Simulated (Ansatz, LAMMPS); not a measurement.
# Electronic structure of glassy 40SiO2-28Al2O3-16Li2O-16SrO (mol %) (85 atoms)

Wanted: forces, charges and levels of glassy 40SiO2-28Al2O3-16Li2O-16SrO (mol %) (85 atoms).

Method: Kohn-Sham DFT, PBEsol, PAW (set soft_2), plane waves, in Ansatz 0.2.0.

**1. The starting structure**

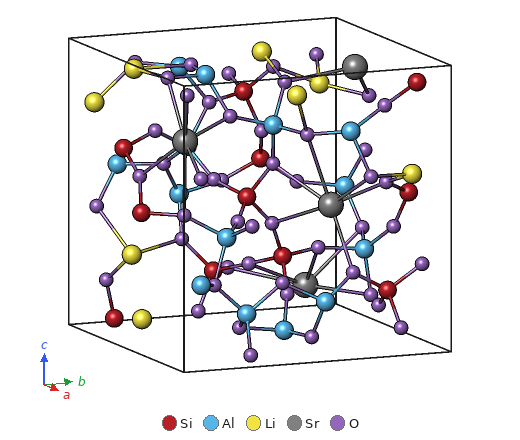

Start, viewed slightly off an axis; silicon red, aluminium blue, lithium yellow, strontium grey, oxygen purple. Bonds to atoms that aren't drawn are left out. Some periodic images of atoms are drawn too.

The cell holds 85 atoms: 10 Si, 14 Al, 8 Li, 4 Sr and 49 O. Cell: a = 10.514 Å, b = 10.514 Å, c = 10.514 Å, α = 90.0°, β = 90.0°, γ = 90.0°. 85 atoms (10 Si, 14 Al, 8 Li, 4 Sr, 49 O) placed at random at 2.64 g/cm³, melted at 4000 K for 10 ps at fixed volume with the Morse and Coulomb pair potential with partial charges (Pedone, Malavasi, Menziani, Cormack and Segre, J. Phys. Chem. B 110, 11780 (2006)). Quenched from 4000 K to 300 K at 6 K/ps and fixed volume, held 5 ps, then minimised at fixed cell.

Limits known from the start: The quench rate of 6 K/ps is orders of magnitude faster than experiment, which tends to freeze in extra defects. The starting topology of bonds comes from the classical model, and needn't be the one that DFT or experiment would give. Only the Γ point is sampled, in a cell whose shortest periodic width is 11 Å.

**2. How the cell was made**

A classical potential supplies the starting structure, since it reaches far longer times than DFT.

This step: classical MD, Morse and Coulomb pair potential with partial charges (Pedone, Malavasi, Menziani, Cormack and Segre, J. Phys. Chem. B 110, 11780 (2006)) (LAMMPS 22 Jul 2025 - Update 4).

The input, in.lmp:

```
# melt-quench of Si10Al14Li8Sr4O49
units metal
atom_style charge
boundary p p p
region box block 0 10.5141 0 10.5141 0 10.5141
create_box 5 box
mass 1 28.0850   # Si
mass 2 26.9815   # Al
mass 3 6.9400   # Li
mass 4 87.6200   # Sr
mass 5 15.9990   # O
create_atoms 1 random 10 433863 NULL overlap 1.5 maxtry 2000
create_atoms 2 random 14 433870 NULL overlap 1.5 maxtry 2000
create_atoms 3 random 8 433877 NULL overlap 1.5 maxtry 2000
create_atoms 4 random 4 433884 NULL overlap 1.5 maxtry 2000
create_atoms 5 random 49 433891 NULL overlap 1.5 maxtry 2000
pair_style hybrid/overlay pedone 5.5 coul/long 8.0
pair_coeff * * coul/long
pair_coeff 1 5 pedone 0.340554 2.006700 2.100000 1   # Si-O
pair_coeff 2 5 pedone 0.361581 1.900442 2.164818 0.9   # Al-O
pair_coeff 3 5 pedone 0.001114 3.429506 2.681360 1   # Li-O
pair_coeff 4 5 pedone 0.019623 1.886000 3.328330 3   # Sr-O
pair_coeff 5 5 pedone 0.042395 1.379316 3.618701 22   # O-O
set type 1 charge 2.4
set type 2 charge 1.8
set type 3 charge 0.6
set type 4 charge 1.2
set type 5 charge -1.2
kspace_style pppm 1.0e-4
neigh_modify delay 0 every 1 check yes
thermo_style custom step time temp pe press density
thermo_modify norm yes
timestep 0.002
thermo 100
# [... 18 lines left out ...]
thermo 1250
fix md all nvt temp 300 300 0.2
run 2500 post no
unfix md
thermo 100
min_style cg
minimize 0 1e-3 2000 20000
write_dump all custom glass.dump id type xs ys zs modify sort id
```

Run with:

```bash
$ lmp -in in.lmp -log none -nocite
```

Numbers of over 12 decimals in the logs are rounded to 6 here.

The program printed:

```text
LAMMPS (22 Jul 2025 - Update 4)
Created orthogonal box = (0 0 0) to (10.5141 10.5141 10.5141)
Created 10 atoms
Created 14 atoms
Created 8 atoms
Created 4 atoms
Created 49 atoms
PPPM initialization ...
  G vector (1/distance) = 0.38570442
  grid = 12 12 12
  estimated relative force accuracy = 4.2439955e-05
   Step          Time           Temp          PotEng         Press         Density
         0   0              0             -3.8012128      494021.87      2.6409615
        69   0.138          0             -12.837757     -38425.226      2.6409615
Loop time of 0.0647066 s on 1 MPI rank(s) for 69 steps with 85 atoms
Minimization stats:
[... 37 lines left out ...]
    316250   632.5          284.29649     -13.020773     -41913.943      2.6409615
    316833   633.666        344.85538     -13.031174     -25042.752      2.6409615
Loop time of 1.55538 s on 1 MPI rank(s) for 2500 steps with 85 atoms
   Step          Time           Temp          PotEng         Press         Density
    316833   633.666        344.85538     -13.031174     -25042.752      2.6409615
    316844   633.688        344.85538     -13.06472      -30456.173      2.6409615
Loop time of 0.0433317 s on 1 MPI rank(s) for 11 steps with 85 atoms
Minimization stats:
  Stopping criterion = linesearch alpha is zero
  Energy initial, next-to-last, final =
     -13.0311737716451   -13.064719765428   -13.064719765428
  Force two-norm initial, final = 11.276974 0.66719824
  Iterations, force evaluations = 11 57
```

Wall time 3.6 min (1 thread of Arm Neoverse N1, shared host); peak memory 0.07 GiB.

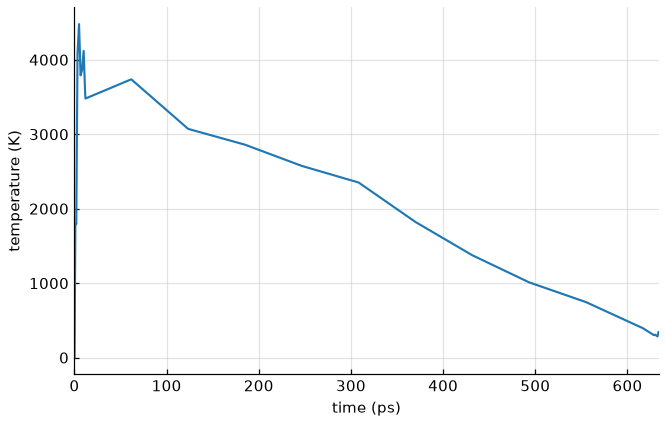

Temperature against time.

**3. Plane-wave single point**

The electrons are solved once, with the atoms held.

The input, input.yaml:

```yaml
crystal:
  lattice:
    - [10.5141, 0.0, 0.0]
    - [0.0, 10.5141, 0.0]
    - [0.0, 0.0, 10.5141]
  atoms:
    - { symbol: Si, position: [0.01023, 0.16602, 0.01133] }
    - { symbol: Si, position: [0.44158, 0.60963, 0.26874] }
    - { symbol: Si, position: [0.37954, 0.04164, 0.67663] }
    - { symbol: Si, position: [0.52698, 0.43947, 0.50261] }
    - { symbol: Si, position: [0.19658, 0.56935, 0.80602] }
    - { symbol: Si, position: [0.83696, 0.83209, 0.20058] }
    - { symbol: Si, position: [0.96303, 0.88795, 0.94376] }
    - { symbol: Si, position: [0.62581, 0.00223, 0.4949] }
    - { symbol: Si, position: [0.09431, 0.67671, 0.54757] }
    - { symbol: Si, position: [0.18046, 0.46265, 0.18476] }
    - { symbol: Al, position: [0.05745, 0.38773, 0.43808] }
    - { symbol: Al, position: [0.94737, 0.08723, 0.2891] }
    - { symbol: Al, position: [0.76875, 0.25943, 0.41342] }
    - { symbol: Al, position: [0.2835, 0.32005, 0.64709] }
    - { symbol: Al, position: [0.42613, 0.92236, 0.26913] }
    - { symbol: Al, position: [0.26082, 0.30243, 0.92297] }
    - { symbol: Al, position: [0.58039, 0.26107, 0.95106] }
    - { symbol: Al, position: [0.18302, 0.95361, 0.44618] }
    - { symbol: Al, position: [0.65333, 0.52411, 0.05168] }
    - { symbol: Al, position: [0.65481, 0.48286, 0.77164] }
    - { symbol: Al, position: [0.02538, 0.17072, 0.55253] }
    - { symbol: Al, position: [0.80661, 0.31776, 0.1486] }
    - { symbol: Al, position: [0.90616, 0.57069, 0.19006] }
    - { symbol: Al, position: [0.91448, 0.66144, 0.78026] }
    - { symbol: Li, position: [0.26928, 0.82216, 0.82821] }
    - { symbol: Li, position: [0.89207, 0.9003, 0.61059] }
    - { symbol: Li, position: [0.19766, 0.15064, 0.26618] }
    - { symbol: Li, position: [0.61123, 0.01058, 0.12011] }
    - { symbol: Li, position: [0.41608, 0.5429, 0.98388] }
    - { symbol: Li, position: [0.9148, 0.45959, 0.92044] }
    - { symbol: Li, position: [0.42789, 0.05914, 0.96061] }
    - { symbol: Li, position: [0.11689, 0.04549, 0.7926] }
    - { symbol: Sr, position: [0.75556, 0.10982, 0.75801] }
    - { symbol: Sr, position: [0.56697, 0.82638, 0.93487] }
    - { symbol: Sr, position: [0.75376, 0.65563, 0.49707] }
    - { symbol: Sr, position: [0.2105, 0.79433, 0.11625] }
    - { symbol: O, position: [0.13277, 0.79628, 0.46467] }
    - { symbol: O, position: [0.41152, 0.75586, 0.28379] }
    - { symbol: O, position: [0.26631, 0.99389, 0.58277] }
    - { symbol: O, position: [0.66147, 0.3533, 0.07442] }
    - { symbol: O, position: [0.13838, 0.36344, 0.29596] }
    - { symbol: O, position: [0.96479, 0.71515, 0.62631] }
    - { symbol: O, position: [0.92385, 0.28809, 0.47638] }
    - { symbol: O, position: [0.91659, 0.28567, 0.02507] }
    - { symbol: O, position: [0.24423, 0.41974, 0.7871] }
    - { symbol: O, position: [0.64926, 0.32383, 0.81272] }
    - { symbol: O, position: [0.58728, 0.51074, 0.62384] }
    - { symbol: O, position: [0.87697, 0.94404, 0.29067] }
    - { symbol: O, position: [0.40136, 0.36956, 0.54749] }
    - { symbol: O, position: [0.04823, 0.57804, 0.84313] }
    - { symbol: O, position: [0.04352, 0.12123, 0.15474] }
    - { symbol: O, position: [0.51452, 0.04355, 0.60099] }
    - { symbol: O, position: [0.13212, 0.19108, 0.9243] }
    - { symbol: O, position: [0.81263, 0.55886, 0.05227] }
    - { symbol: O, position: [0.33043, 0.18098, 0.71936] }
    - { symbol: O, position: [0.70324, 0.88477, 0.55186] }
    - { symbol: O, position: [0.72588, 0.11908, 0.4936] }
    - { symbol: O, position: [0.58549, 0.55617, 0.90496] }
    - { symbol: O, position: [0.05952, 0.07867, 0.41801] }
    - { symbol: O, position: [0.81638, 0.19316, 0.25999] }
    - { symbol: O, position: [0.93274, 0.04154, 0.95275] }
    - { symbol: O, position: [0.49366, 0.54778, 0.39713] }
    - { symbol: O, position: [0.3082, 0.5405, 0.22545] }
    - { symbol: O, position: [0.87474, 0.80544, 0.85374] }
    - { symbol: O, position: [0.6404, 0.35651, 0.44033] }
    - { symbol: O, position: [0.41758, 0.27696, 0.95742] }
    - { symbol: O, position: [0.39605, 0.95291, 0.79741] }
    - { symbol: O, position: [0.14151, 0.29371, 0.56513] }
    - { symbol: O, position: [0.61898, 0.10365, 0.95719] }
    - { symbol: O, position: [0.06216, 0.54574, 0.47507] }
    - { symbol: O, position: [0.27477, 0.97933, 0.31485] }
    - { symbol: O, position: [0.54168, 0.58378, 0.15546] }
    - { symbol: O, position: [0.10591, 0.88121, 0.89766] }
    - { symbol: O, position: [0.71171, 0.85237, 0.12566] }
    - { symbol: O, position: [0.06809, 0.56558, 0.17008] }
    - { symbol: O, position: [0.19513, 0.63718, 0.66313] }
    - { symbol: O, position: [0.5519, 0.97752, 0.3647] }
    - { symbol: O, position: [0.28354, 0.64334, 0.90225] }
    - { symbol: O, position: [0.84659, 0.69892, 0.27333] }
    - { symbol: O, position: [0.80601, 0.5454, 0.75911] }
    - { symbol: O, position: [0.97771, 0.07349, 0.6666] }
    - { symbol: O, position: [0.43017, 0.94513, 0.10743] }
    - { symbol: O, position: [0.95291, 0.83259, 0.08805] }
    - { symbol: O, position: [0.20748, 0.3954, 0.05287] }
    - { symbol: O, position: [0.8563, 0.43074, 0.25808] }
kpoints:
  mp_grid: { grid: [1, 1, 1] }
hamiltonian:
  xc: pbesol
scf:
  occupations: { method: fixed }
output:
  forces: true
  stress: true
  populations: true
  dos:
    method: { smearing: { sigma: 0.08 } }
    de: 0.1
    projected: { site_lists: { Al: [Al], Li: [Li], O: [O], Si: [Si], Sr: [Sr] } }
  eigenvalues: true
  write_density: true
  write_potential: true
  volumetric_format: npy
```

Run with:

```bash
$ ansatz run input.yaml --threads 8 --pin off --max-ram 15872MiB --backend cpu --events-out ev --progress --plain --runs-dir out
```

The program printed:

```text
Engine: ansatz 0.2.0, aarch64-unknown-linux-gnu
Pseudopotentials: kind: paw
Pseudopotential: Si, paw, valence charge 4, recommended cutoff 420 eV (normal), Si.paw.azcp
Pseudopotential: Al, paw, valence charge 3, recommended cutoff 420 eV (normal), Al.paw.azcp
Pseudopotential: Li, paw, valence charge 3, recommended cutoff 420 eV (normal), Li.paw.azcp
Pseudopotential: Sr, paw, valence charge 10, recommended cutoff 420 eV (normal), Sr.paw.azcp
Pseudopotential: O, paw, valence charge 6, recommended cutoff 420 eV (normal), O.paw.azcp
[... 3 lines on functional and potentials left out ...]
Crystal: 85 atoms, lattice volume = 1162.295 Å³
Basis set: ecut = 420 eV, 22743 PW (Γ), exchange–correlation on 144×144×144 points (8 copies of the dense FFT grid, shifted against one another)
Bands: 305, of which v1, the nominal top of the filled ones, is band 220 counted from 1 (219 counted from 0)
Symmetry: 1 space group operations
Space group: P1 (ITA 1), of the structure as read, at distance tolerance 1.1e-4 Å
k-points: 1
[... 15 lines on functional and potentials left out ...]
Initial density: superposition of atomic densities (neutral atoms: chi_scale 0, normalization atom), corrected by the library's trained network
Initial wavefunctions: pseudopotential atomic-orbital guess
Functional: x = pbesol(κ = 0.804, μ = 0.123457), c = pbesol(β = 0.046)
SCF iter   1: F=—  HF=-56742.839939 eV  |F-HF|=—  |Δ(HF+E_count)|=         —  Δρ=1.10e-2  dr2=1.15e0  ethr=1.77e-3  ⟨swp⟩=5.0  Hψ=1182  notcnv=0  defer=82
preconditioner: auto → Resta (q_TF=auto, 2.320 Å⁻¹)  ε∞=3.2  [insulator: Δε(μ)=3.455 eV  Ē_g=15.142 eV  n_scr=250 (ndim 8)  ℏωp=22.2 eV  f_vac=0.130  ε∞_Penn≈3.2]
SCF iter   2: F=—  HF=-56742.527982 eV  |F-HF|=—  |Δ(HF+E_count)|=   3.12e-1  Δρ=2.13e-3  dr2=2.93e-2  ethr=2.60e-4  ⟨swp⟩=2.0  Hψ=500  notcnv=0  defer=83
SCF iter   3: F=—  HF=-56742.525837 eV  |F-HF|=—  |Δ(HF+E_count)|=   2.15e-3  Δρ=8.05e-4  dr2=8.09e-3  ethr=6.67e-6  ⟨swp⟩=3.0  Hψ=398  notcnv=0  defer=83
SCF iter   4: F=—  HF=-56742.527002 eV  |F-HF|=—  |Δ(HF+E_count)|=   1.17e-3  Δρ=5.32e-4  dr2=2.93e-3  ethr=1.84e-6  ⟨swp⟩=3.0  Hψ=444  notcnv=0  defer=83
SCF iter   5: F=—  HF=-56742.526619 eV  |F-HF|=—  |Δ(HF+E_count)|=   3.83e-4  Δρ=9.16e-5  dr2=1.57e-4  ethr=6.66e-7  ⟨swp⟩=2.0  Hψ=393  notcnv=0  defer=83
SCF iter   6: F=—  HF=-56742.526671 eV  |F-HF|=—  |Δ(HF+E_count)|=   5.21e-5  Δρ=6.65e-5  dr2=4.56e-5  ethr=3.56e-8  ⟨swp⟩=2.0  Hψ=432  notcnv=0  defer=83
SCF iter   7: F=—  HF=-56742.528371 eV  |F-HF|=—  |Δ(HF+E_count)|=   1.70e-3  Δρ=1.81e-5  dr2=4.37e-6  ethr=1.04e-8  ⟨swp⟩=2.0  Hψ=523  notcnv=0  defer=83
SCF iter   8: F=—  HF=-56742.528375 eV  |F-HF|=—  |Δ(HF+E_count)|=   3.84e-6  Δρ=7.02e-6  dr2=7.00e-7  ethr=9.93e-10  ⟨swp⟩=2.0  Hψ=395  notcnv=0  defer=83
SCF iter   9: F=—  HF=-56742.528376 eV  |F-HF|=—  |Δ(HF+E_count)|=   7.40e-7  Δρ=4.63e-6  dr2=2.14e-7  ethr=1.59e-10  ⟨swp⟩=2.0  Hψ=431  notcnv=0  defer=83
SCF iter  10: F=-56742.528376 eV  HF=-56742.528376 eV  |F-HF|=3.78e-8  |Δ(HF+E_count)|=   6.83e-8  Δρ=1.16e-6  dr2=2.22e-8  ethr=2.27e-11  ⟨swp⟩=24.0  Hψ=3311  notcnv=0
SCF 1 converged in 10 iterations: F = -56742.528376 eV  dr2 = 2.22e-8
  greatest PAW one-centre occupation: 1.000 electrons in one spin orbital (limit 2), on the Li atom at site 27 (counted from 0), in its partial waves of l = 0
WARN: The input density's exchange-correlation potential varies sharply where the density is thin. Do not read a vacuum level from v_tot or v_xc, or from such a field of the output density. On a cell that repeats whose density bears no net charge and no dipole along the vacuum's axis use v_es (v_loc + v_h of the components); [...]
SCF converged after 10 iterations
Free energy (F): -56742.528376 eV
Harris-Foulkes:  -56742.528376 eV  (|F-HF|=3.78e-8)
Internal energy: -56742.528376 eV  (E = F + TS)
E sigma→0 (E₀):  -56742.528376 eV
Fermi energy:    3.171276 eV
--- Per-component energies (eV) ---
  E_band       = -2527.379696
  E_kinetic    = 10662.123093
  E_local      = -29144.840721  (includes V_loc(G=0)·N_el)
  E_nonlocal   = 3308.617544
  E_hartree    = 10523.554847
  E_xc         = -5481.642559
  E_vxc        = -6266.707453  (∫ρ·V_xc dr)
  E_paw        = -29598.937554  (= ΣΔE_a)
  E_vpaw       = -2133.805267  (= ΣTr[D̂ρ^β])
  E_aug_tail   = 0.124312  (compensation charges beyond the density's cutoff)
  E_ewald      = -17014.377388
  E_core_change = 2.850050  (= ΣΔE_core)
  E_smearing   = -0.000000  (= −TS)
  E_closure    = -0.000000  (closes the sum)
  Σ components = -56742.528376   (vs F -56742.528376, Δ=0.00e0)
--- Forces (eV/Å), atoms counted from 1 ---
  atom   1  Si    -0.43473769    -0.59756218     1.07696206
  atom   2  Si    -0.25236311    -0.80840796    -0.54904255
  atom   3  Si    -0.02625975    -0.15099270    -1.60072348
  atom   4  Si     0.18903639    -0.72659000     0.01429144
  atom   5  Si    -1.47732043     0.48969810    -1.54718061
  atom   6  Si     0.72026760     0.44711700    -1.49572992
  atom   7  Si     0.76768283     0.43447425     1.26753591
  atom   8  Si    -0.97501811     0.19536225     0.22983011
  atom   9  Si     0.13280883    -1.06676326     1.44325460
  atom  10  Si    -0.41702852    -0.25406690     0.39634305
  atom  11  Al     0.35758611     0.35725672     0.02100808
  atom  12  Al    -0.36878761     0.27696625    -1.07365274
  atom  13  Al    -0.29730070    -0.07679483    -0.33413761
  atom  14  Al     0.36386279     0.31923743    -0.47195854
[...]
atom  84  O      0.36783648    -0.38106592    -0.90481907
  atom  85  O     -0.11769151    -0.23442535     1.38340806
  max |Σ_I F_I| component: 1.11e-4 eV/Å
--- Stress (GPa, compression-positive) ---
        0.035247       0.436282      -0.475184
        0.436286       1.231742       0.335857
       -0.475192       0.335855       0.740596
  P = ⅓ Tr σ = 0.6692 GPa (6.692 kbar)
--- Band table (eV) ---
  k-point 0: bands = ["-40.3467", "-40.1942", "-40.0928", "-39.7366", [... 289 levels ...], "12.9782", "13.0582", "13.1366", "13.1706", "13.2239", "13.2602", "13.2856", "13.3162", "13.3618", "13.4005", "13.4305", "13.4664"]
--- Löwdin populations: 85 sites ---
  site symbol       q [e]
     0     Si      2.3107
     1     Si      2.2994
     2     Si      2.3428
[...]
84      O      6.8764
  spilling = 0.011565 (of n_electrons = 440.000000)
```

Run time: 38 s. Hardware: 8 threads of Arm Neoverse N1, shared host; peak memory 1.4 GiB; 1.9 min of CPU time.

The column dr2 measures how far the density is from self-consistency, as an energy; F and HF (Harris–Foulkes) agree once it is small.

The program notes that the exchange-correlation potential is rough where the density is thin.

Numbers from this run:

```yaml
free_energy: -56742.5284 eV
free_energy_per_atom: -667.5592 eV/atom
scf_cycles: 10
pressure: 0.6692 GPa
r_m_s_force_component: 0.7337 eV/Å
longest_force: 3.249 eV/Å
fermi_energy: 3.171 eV
spacing_of_highest_filled_and_lowest_empty_level: 3.628 eV
spilling_of_the_projection: 0.01157
```

Neighbours are counted within 2.27 Å (O-Al), 2.08 Å (O-Si), 2.48 Å (O-Li), 3.27 Å (O-Sr).

Length of the force by element and coordination:

```
element  coordination  atoms  mean length of the force (eV/Å)  spread  least   most
     Al           all     14                            0.894   0.305  0.454   1.57
     Li           all      8                            0.382   0.160  0.173  0.651
     Li             3      5                            0.440   0.167  0.237  0.651
     Li             4      3                            0.283  0.0833  0.173  0.374
      O           all     49                             1.30   0.611  0.287   3.25
      O             2     12                             1.08   0.495  0.335   2.22
      O             3     25                             1.19   0.558  0.287   3.25
      O             4     10                             1.75   0.650  0.379   2.52
      O             5      2                             1.73  0.0882   1.64   1.81
     Si           all     10                             1.36   0.475  0.629   2.19
     Sr           all      4                            0.628   0.240  0.219  0.827
     Sr             5      1                            0.827       0  0.827  0.827
     Sr             6      1                            0.219       0  0.219  0.219
     Sr             7      1                            0.763       0  0.763  0.763
     Sr             8      1                            0.703       0  0.703  0.703
```

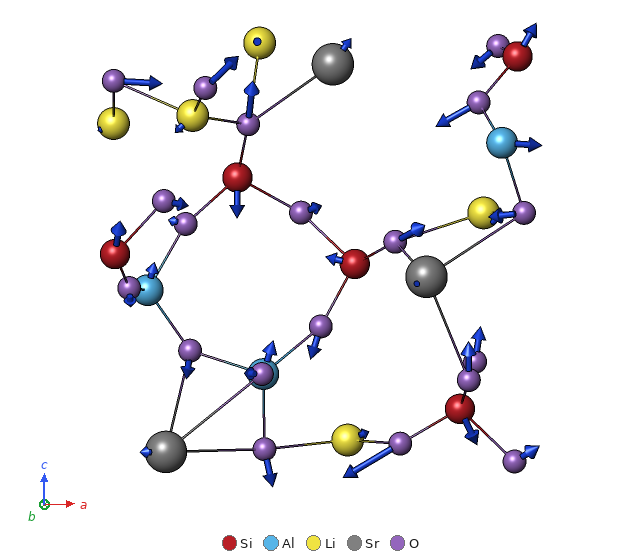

Forces as arrows; the longest in the cell is 3.25 eV/Å. Drawn is a stretch of 9 Å of the 11 Å that the cell measures along a and a slice 5 Å thick, seen along the normal of the ac plane.

Löwdin charges by element and coordination (they lack the spilled electrons, 0.060 e an atom on average):

| element | coordination | atoms | mean charge (e) | spread | least | most |
| --- | --- | --- | --- | --- | --- | --- |
| Al | all | 14 | 1.28 | 0.052 | 1.20 | 1.38 |
| Li | all | 8 | 0.803 | 0.03 | 0.768 | 0.853 |
| Li | 3 | 5 | 0.790 | 0.0184 | 0.768 | 0.816 |
| Li | 4 | 3 | 0.825 | 0.033 | 0.778 | 0.853 |
| O | all | 49 | -0.887 | 0.0787 | -1.11 | -0.791 |
| O | 2 | 12 | -0.835 | 0.0187 | -0.876 | -0.798 |
| O | 3 | 25 | -0.860 | 0.0443 | -0.990 | -0.791 |
| O | 4 | 10 | -0.972 | 0.0545 | -1.06 | -0.866 |
| O | 5 | 2 | -1.11 | 0.0023 | -1.11 | -1.10 |
| Si | all | 10 | 1.68 | 0.0226 | 1.64 | 1.71 |
| Sr | all | 4 | 1.84 | 0.0119 | 1.82 | 1.85 |
| Sr | 5 | 1 | 1.82 | 0 | 1.82 | 1.82 |
| Sr | 6 | 1 | 1.85 | 0 | 1.85 | 1.85 |
| Sr | 7 | 1 | 1.84 | 0 | 1.84 | 1.84 |
| Sr | 8 | 1 | 1.85 | 0 | 1.85 | 1.85 |

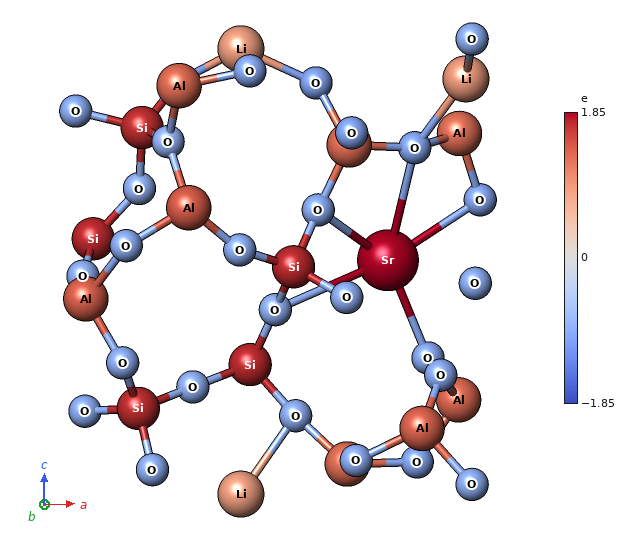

Atoms coloured by Löwdin charge. Drawn is a slice 5 Å thick, seen along the normal of the ac plane. Bonds to atoms that aren't drawn are left out.

States in the cell by windows of 1 eV, zero at the Fermi level; the larger projections on atomic orbitals stand beside the total:

| from (eV) | to (eV) | total | O p |
| --- | --- | --- | --- |
| -14 | -9 | 0.0 | 0.0 |
| -9 | -8 | 5.4 | 3.6 |
| -8 | -7 | 8.6 | 5.9 |
| -7 | -6 | 13.5 | 10.1 |
| -6 | -5 | 25.4 | 19.6 |
| -5 | -4 | 33.3 | 26.6 |
| -4 | -3 | 43.0 | 36.2 |
| -3 | -2 | 57.7 | 52.4 |
| -2 | -1 | 63.3 | 59.6 |
| -1 | 0 | 43.1 | 41.4 |
| 0 | 1 | 0.6 | 0.6 |
| 1 | 3 | 0.0 | 0.0 |
| 3 | 4 | 2.0 | 0.0 |
| 4 | 5 | 3.9 | 0.3 |

The curve was stored every 0.100 eV, coarse against its broadening of 0.08 eV, so these counts are rough.

With fixed occupations the program's Fermi level is the highest filled level; weight inside the gap is the broadening of levels at its edges.

Between -26 and -14 eV lie 122 more states.

The stored curve holds about 416 of the 440 electrons; the rest, give or take the few that broadening carries across the Fermi level, lie in deeper levels below its range.

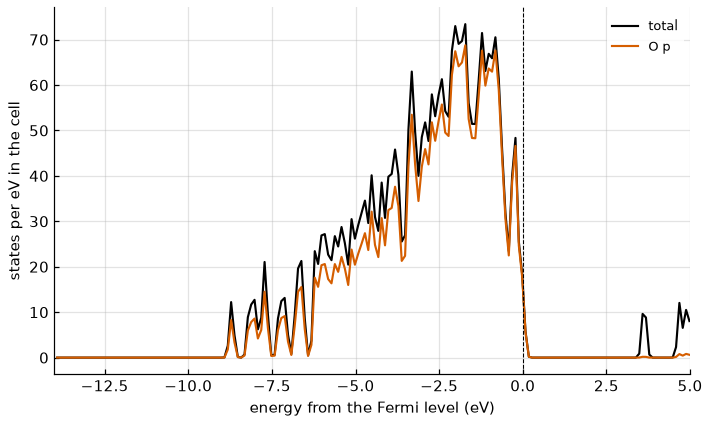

Total and projected density of states, with the broadening of the input.

The levels nearest the highest filled one (over half full), pooled over k-points and spins:

```csv
level less the highest filled one (eV),occupation
-0.276,2
-0.254,2
-0.234,2
-0.186,2
-0.0962,2
0,2
3.63,0
4.70,0
4.92,0
5.34,0
5.53,0
5.58,0
```

[end of part 1 of 2]

[Logs are printed without paths, hosts, clocks, repeated set-up lines and the standing remarks that a program may print on its own settings, such as how far it seeks lower states.]

[Hosts, paths, dates, database ids (printed as entryN), source tags and the programs' standing remarks are cut or masked in the printed files.]
